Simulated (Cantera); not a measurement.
Input: 1 mol Si, a varied amount of NF3, held at 1027 °C and 0.00690 bar.

Equilibrium computed with Cantera from the NASA thermochemical tables; the gas is ideal and each condensed phase is pure. Candidate condensed phases: Si, Si3N4; 16 gas species. The tables' values for SiF3, SiF2 are old estimates; treat these amounts as uncertain. Rates play no part.

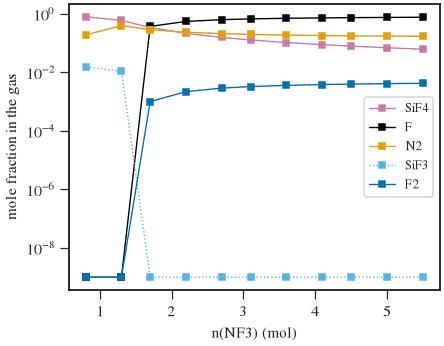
Fig. 1. Equilibrium gas composition (values under 1e-9 drawn at 1e-9)

From 0.81 mol NF3 to 1.3 mol NF3 the condensed part is Si3N4(s). From 1.7 mol NF3 to 5.5 mol NF3 nothing is condensed. The main Si-bearing gas is SiF4 throughout.
